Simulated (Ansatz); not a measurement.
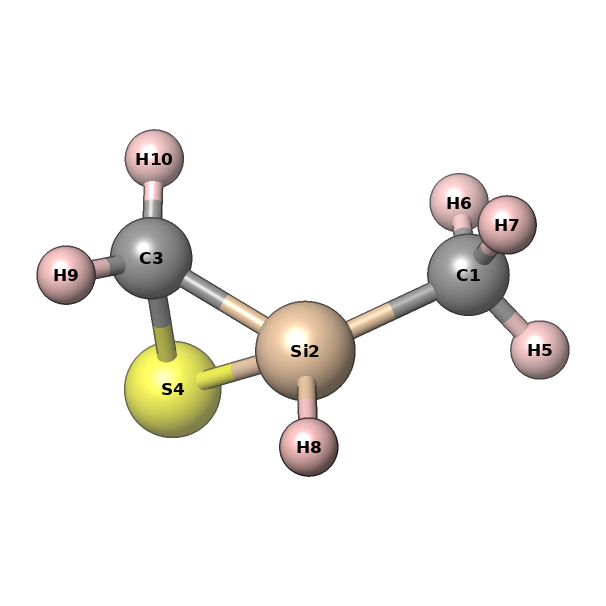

Atoms fade into the background with distance from the viewer. The computed structure is the end point of a PBE0-D4/def2-TZVP optimisation.

Find the stereocentres and stereogenic double bonds.

Answer. Centres: Si2.

Assign CIP descriptors.

Answer. Si2: S (priorities S4 > C3 > C1 > H8).

Give a SMILES with the stereochemistry.

Answer. C[Si@H]1CS1
